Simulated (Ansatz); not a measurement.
H₁₁Si₆ (doublet)

Input

```
crystal:
  periodic: [false, false, false]
  atoms:
    - {symbol: Si, position_ang: [-0.722587, -0.815909, 2.075941]}
    - {symbol: Si, position_ang: [2.072459, -0.823637, -0.723554]}
    - {symbol: Si, position_ang: [-0.651095, 1.863140, -0.655302]}
    - {symbol: Si, position_ang: [-2.058510, 0.496921, 0.648129]}
    - {symbol: Si, position_ang: [0.646224, 0.489363, -2.060977]}
    - {symbol: Si, position_ang: [0.746376, -2.063389, 0.750959]}
    - {symbol: H, position_ang: [-1.568569, -1.747222, 2.906299]}
    - {symbol: H, position_ang: [0.020570, 0.103722, 3.017174]}
    - {symbol: H, position_ang: [2.899005, -1.759627, -1.568098]}
    - {symbol: H, position_ang: [3.017322, 0.095527, 0.015563]}
    - {symbol: H, position_ang: [-1.456170, 2.851341, -1.461729]}
    - {symbol: H, position_ang: [0.267204, 2.634925, 0.259260]}
    - {symbol: H, position_ang: [-2.849190, -0.406789, -0.263319]}
    - {symbol: H, position_ang: [-3.026049, 1.331547, 1.449523]}
    - {symbol: H, position_ang: [-0.268999, -0.413997, -2.847656]}
    - {symbol: H, position_ang: [1.448468, 1.318983, -3.032097]}
    - {symbol: H, position_ang: [1.483550, -3.154890, 1.489884]}
basis:
  gaussian: {orbitals: def2-TZVP, initial_orbitals: start.molden}
magnetization: {spin_polarized: true, initial_magnetization: 1}
hamiltonian: {xc: pbe0, dispersion: d4}
scf: {omitted_lower_state_checks: [starts]}
output: {orbitals: {seedname: orbitals}}
```

Run with:

```sh
ansatz run in.yaml --threads 4 --pin off --events-out ev --progress --plain --max-ram 4787MiB
```

Geometry: PBE-D4/def2-SVP.

Computed with Ansatz 0.2.0, UKS PBE0-D4/def2-TZVP.

### What will maps of the electron density, electron localisation function and spin density show?

Si–Si (2.36 Å): the density is about 0.61 e/Å³ at the midpoint; the ELF peaks at about 1 between the atoms; localised, covalent bonding.
Si–H (1.51 Å): ρ at the midpoint is about 0.77 e/Å³; the ELF climbs to about 1 towards the hydrogen, as it does in any bond to H.
The unpaired spin (1 electron) lies mostly on Si6 (about 0.8), in electrons by Hirshfeld's partition.

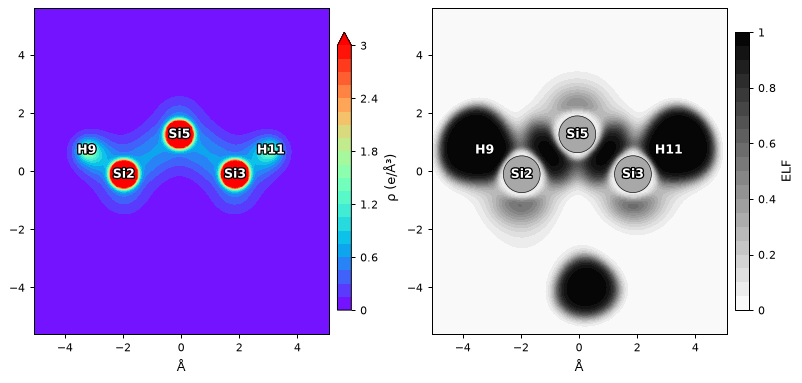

Computed electron density and electron localisation function on the plane of atoms Si2, Si5 and Si3, in this order. Grey discs cover the atomic cores in the ELF map. 
